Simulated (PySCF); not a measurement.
Molecule: B(Et)(OH)2, SMILES CCB(O)O (C₂H₇BO₂). Atoms near the plane z = 0.8 Å, at the CAM-B3LYP/def2-SVP optimised geometry (x, y, z in Å): B1 (-0.1, 1.2, 0.0), C2 (-0.8, -0.2, 0.0), C3 (0.0, -1.5, 0.1), H5 (-1.6, -0.2, 0.8), H6 (0.6, -1.4, 1.1), H8 (-0.6, -2.4, 0.1), O9 (1.3, 1.2, 0.0), H10 (1.7, 2.1, 0.0), O11 (-0.7, 2.4, 0.0), H12 (-1.7, 2.3, 0.0).

Computed with CAM-B3LYP/def2-TZVP in PySCF 2.14.0. The values are rescaled to run from 0 to 1.

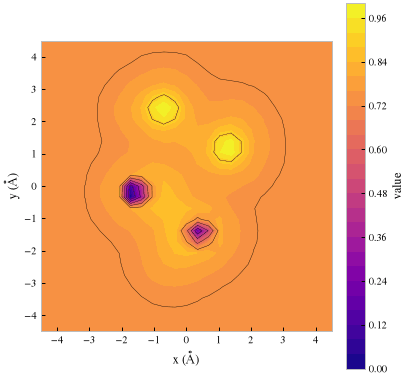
Figure. a field on the plane z = 0.8 Å.

Which quantity is mapped?
A) deformation density (molecule minus spherical neutral atoms)
B) electron localisation function
C) electrostatic potential
D) Laplacian of the electron density

D, Laplacian of the electron density. In full: Laplacian of the electron density (e/bohr⁵).
